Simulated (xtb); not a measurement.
## Frequency calculation of C$_{2}$H$_{5}$NOSi (charge +1) (part 2 of 2)

Continued. System: C$_{2}$H$_{5}$NOSi, charge +1, multiplicity 2. Method: GFN2-xTB, ALPB solvent dmso (xtb 6.7.1). The geometry was optimised with GFN2-xTB/ALPB(dmso) of charge +1.

Geometry of the input (Å):
```
O  -2.3005  1.3931  1.3888
C  -1.3376  1.0717  0.7899
C  -1.0438  -0.3928  0.3905
N  -0.0076  -0.7668  -0.1341
Si 1.5922  -0.5612  -0.7989
H  -0.5375  1.7487  0.4457
H  -1.8673  -1.0691  0.6379
H  1.3850  -0.9883  -2.1765
H  2.3901  -1.3803  0.1038
H  1.8101  0.8939  -0.6440
```

Output, continued
```
     #   Z          covCN         q      C6AA      α(0)
     1   8          0.856    -0.155    17.356     5.586
     2   6          2.754     0.220    23.351     7.913
     3   6          2.818     0.074    26.327     8.407
     4   7          1.733    -0.116    24.222     7.282
     5  14          3.583     0.474    99.011    19.127
     6   1          0.923     0.164     1.304     1.786
     7   1          0.924     0.220     1.002     1.565
     8   1          0.920     0.030     2.592     2.518
     9   1          0.920     0.028     2.610     2.527
    10   1          0.914     0.061     2.190     2.315

 Mol. C6AA /au·bohr⁶  :       1264.721541
 Mol. C8AA /au·bohr⁸  :      40630.825930
 Mol. α(0) /au        :         59.025493

Wiberg/Mayer (AO) data.
largest (>0.10) Wiberg bond orders for each atom

 ---------------------------------------------------------------------------
     #   Z sym  total        # sym  WBO       # sym  WBO       # sym  WBO
 ---------------------------------------------------------------------------
     1   8      2.325 --     2      2.045     4      0.133
     2   6      3.875 --     1      2.045     6      0.876     3      0.847
     3   6      3.925 --     4      2.077     7      0.853     2      0.847
     4   7      3.413 --     3      2.077     5      0.939     1      0.133
     5  14      3.571 --     4      0.939     9      0.866     8      0.865
                            10      0.781
     6   1      0.971 --     2      0.876
     7   1      0.947 --     3      0.853
     8   1      0.991 --     5      0.865
     9   1      0.992 --     5      0.866
    10   1      0.984 --     5      0.781
 ---------------------------------------------------------------------------

Topologies differ in total number of bonds
Writing topology from bond orders to xtbtopo.mol

molecular dipole:
                 x           y           z       tot (Debye)
 q only:        0.870      -0.284      -0.497
   full:        0.989      -0.289      -0.558       2.978
molecular quadrupole (traceless):
                xx          xy          yy          xz          yz          zz
 q only:        5.017       0.207      -1.196      -4.414       0.412      -3.821
  q+dip:        5.207       1.096      -0.923      -4.393      -0.016      -4.284
   full:        5.380       0.934      -1.823      -3.858      -0.255      -3.557

           -------------------------------------------------
          |               Frequency Printout                |
           -------------------------------------------------
 projected vibrational frequencies (cm⁻¹)
eigval :       -0.00    -0.00     0.00     0.00     0.00     0.00
eigval :       52.76    73.05   100.10   231.00   387.17   425.46
eigval :      516.36   530.71   630.43   666.96   679.48   718.04
eigval :      724.16   831.04   899.48  1118.85  1212.46  1763.03
eigval :     1867.76  2098.29  2324.43  2327.01  2798.55  2885.48
 reduced masses (amu)
    1:      2.73    2:      6.75    3:      7.47    4:      8.98    5:      7.05    6:      8.26
    7:      2.91    8:      4.42    9:      1.23   10:      2.38   11:      3.07   12:      3.18
   13:      1.92   14:      1.33   15:      1.07   16:      2.60   17:      1.36   18:      1.09
   19:      1.24   20:      7.41   21:      1.82   22:      1.17   23:      1.11   24:      9.90
   25:     10.76   26:      1.05   27:      1.03   28:      1.05   29:      1.08   30:      1.08
 IR intensities (km·mol⁻¹)
    1:      5.21    2:      0.83    3:      9.85    4:      1.69    5:      9.66    6:     11.16
    7:     18.31    8:      5.68    9:      1.34   10:     22.04   11:     31.16   12:     17.39
   13:    204.04   14:     76.90   15:      7.39   16:     36.89   17:     45.76   18:    170.96
   19:    130.23   20:     98.58   21:      2.55   22:     25.56   23:     42.41   24:   1276.47
   25:    133.88   26:    160.85   27:     48.70   28:     96.36   29:     44.05   30:    228.79
 Raman intensities (Ä⁴*amu⁻¹)
    1:      0.00    2:      0.00    3:      0.00    4:      0.00    5:      0.00    6:      0.00
    7:      0.00    8:      0.00    9:      0.00   10:      0.00   11:      0.00   12:      0.00
   13:      0.00   14:      0.00   15:      0.00   16:      0.00   17:      0.00   18:      0.00
   19:      0.00   20:      0.00   21:      0.00   22:      0.00   23:      0.00   24:      0.00
   25:      0.00   26:      0.00   27:      0.00   28:      0.00   29:      0.00   30:      0.00
 output can be read by thermo (or use thermo option).
Molecule has no symmetry elements
It seems to be the C1 point group
 writing <g98.out> molden fake output.
 recommended (thermochemical) frequency scaling factor: 1.0
           -------------------------------------------------
          |             Thermodynamic Functions             |
           -------------------------------------------------

c1  symmetry found (for desy threshold:  0.10E+00) used in thermo

          ...................................................
          :                      SETUP                      :
          :.................................................:
          :  # frequencies                          24      :
          :  # imaginary freq.                       0      :
          :  linear?                             false      :
          :  only rotor calc.                    false      :
          :  symmetry                               c1      :
          :  rotational number                       1      :
          :  scaling factor                  1.0000000      :
          :  rotor cutoff                   50.0000000 cm⁻¹ :
          :  imag. cutoff                  -20.0000000 cm⁻¹ :
          :.................................................:

    mode    ω/cm⁻¹     T·S(HO)/kcal·mol⁻¹    T·S(FR)/kcal·mol⁻¹   T·S(vib)
   ------------------------------------------------------------------------
       1     52.76    -1.40464 ( 55.35%)    -1.04022 ( 44.65%)    -1.24193
       2     73.05    -1.21328 ( 82.00%)    -0.94392 ( 18.00%)    -1.16481
       3    100.10    -1.02934 ( 94.14%)    -0.85070 (  5.86%)    -1.01887
       4    231.00    -0.55790 ( 99.78%)    -0.60309 (  0.22%)    -0.55800
   ------------------------------------------------------------------------

   temp. (K)  partition function   enthalpy   heat capacity  entropy
                                   cal/mol     cal/K/mol   cal/K/mol   J/K/mol
 298.15  VIB   117.                 2920.469     18.259     18.522
         ROT  0.132E+06              888.727      2.981     26.414
         INT  0.155E+08             3809.196     21.240     44.936
         TR   0.249E+26             1481.212      4.968     39.308
         TOT                        5290.4085    26.2077    84.2437   352.4754

       T/K    H(0)-H(T)+PV         H(T)/Eh          T*S/Eh         G(T)/Eh
   ------------------------------------------------------------------------
    298.15    0.843080E-02    0.673489E-01    0.400269E-01    0.273221E-01
   ------------------------------------------------------------------------

         :::::::::::::::::::::::::::::::::::::::::::::::::::::
         ::                  THERMODYNAMIC                  ::
         :::::::::::::::::::::::::::::::::::::::::::::::::::::
         :: total free energy         -15.070798960583 Eh   ::
         ::.................................................::
         :: total energy              -15.098121013656 Eh   ::
         :: zero point energy           0.058918128691 Eh   ::
         :: G(RRHO) w/o ZPVE           -0.031596075618 Eh   ::
         :: G(RRHO) contrib.            0.027322053073 Eh   ::
         :::::::::::::::::::::::::::::::::::::::::::::::::::::

           -------------------------------------------------
          | TOTAL ENERGY              -15.098121013656 Eh   |
          | TOTAL ENTHALPY            -15.030772082447 Eh   |
          | TOTAL FREE ENERGY         -15.070798960583 Eh   |
          | GRADIENT NORM               0.000173186507 Eh/α |
          | HOMO-LUMO GAP               1.418458014559 eV   |
           -------------------------------------------------

------------------------------------------------------------------------
------------------------------------------------------------------------
 total:
 *  cpu-time:     0 d,  0 h,  0 min,  0.238 sec
 * ratio c/w:     0.985 speedup
 SCF:
 *  cpu-time:     0 d,  0 h,  0 min,  0.006 sec
 * ratio c/w:     0.979 speedup
 analytical hessian:
 *  cpu-time:     0 d,  0 h,  0 min,  0.224 sec
 * ratio c/w:     0.986 speedup
```

File vibspectrum
```
$vibrational spectrum
#  mode     symmetry     wave number   IR intensity    selection rules
#                         cm**(-1)      (km*mol⁻¹)        IR
     1                      -0.00         0.00000          -
     2                      -0.00         0.00000          -
     3                       0.00         0.00000          -
     4                       0.00         0.00000          -
     5                       0.00         0.00000          -
     6                       0.00         0.00000          -
     7        a             52.76        18.30621         YES
     8        a             73.05         5.67577         YES
     9        a            100.10         1.34253         YES
    10        a            231.00        22.03676         YES
    11        a            387.17        31.15815         YES
    12        a            425.46        17.38926         YES
    13        a            516.36       204.04003         YES
    14        a            530.71        76.89795         YES
    15        a            630.43         7.38618         YES
    16        a            666.96        36.88878         YES
    17        a            679.48        45.75792         YES
    18        a            718.04       170.95707         YES
    19        a            724.16       130.23142         YES
    20        a            831.04        98.58256         YES
    21        a            899.48         2.54914         YES
    22        a           1118.85        25.55808         YES
    23        a           1212.46        42.40986         YES
    24        a           1763.03      1276.46842         YES
    25        a           1867.76       133.88241         YES
    26        a           2098.29       160.84789         YES
    27        a           2324.43        48.69861         YES
    28        a           2327.01        96.36256         YES
    29        a           2798.55        44.05313         YES
    30        a           2885.48       228.79324         YES
$end
```

Standard error
```
normal termination of xtb
```

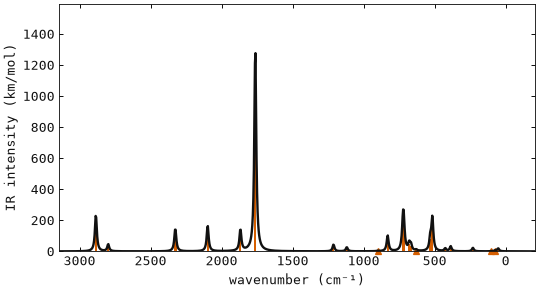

Figure 1. Harmonic infrared spectrum, unscaled: sticks (degenerate modes added up, dark ones marked on the axis) with a Lorentzian envelope of 16 cm⁻¹ full width, scaled to the tallest stick. 24 modes from 53 to 2885 cm⁻¹, none imaginary. The strongest line is at 1763 cm⁻¹ (1276 km/mol).

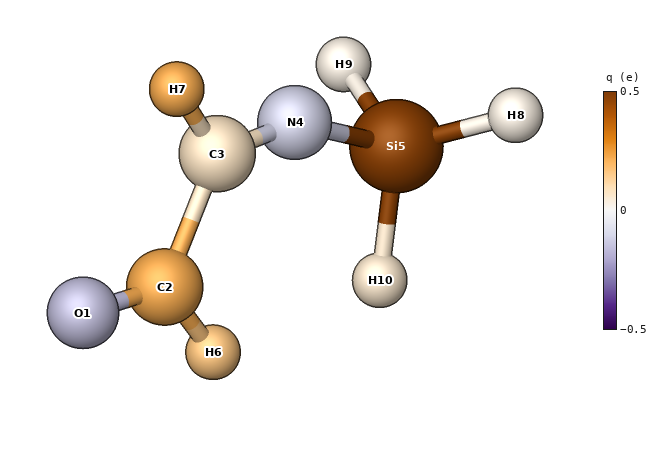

Figure 2. Mulliken charges, as the colour of each atom (ball-and-stick view, seen at a tilt; atoms are numbered from 1 in the order of the input). By element: O −0.16, C +0.07 to +0.22, N −0.12, Si +0.47 and H +0.03 to +0.22 e.

Results in brief

- outcome: converged
- electrons treated: 27
- total energy: −15.098121 hartree
- dispersion energy: −0.004538 hartree
- solvation energy: −0.080588 hartree
- basis functions: 31
- zero-point energy: 0.058918 hartree
- wavenumbers, lowest and highest: 53 and 2885 cm⁻¹
- peak memory: 0.075 GiB
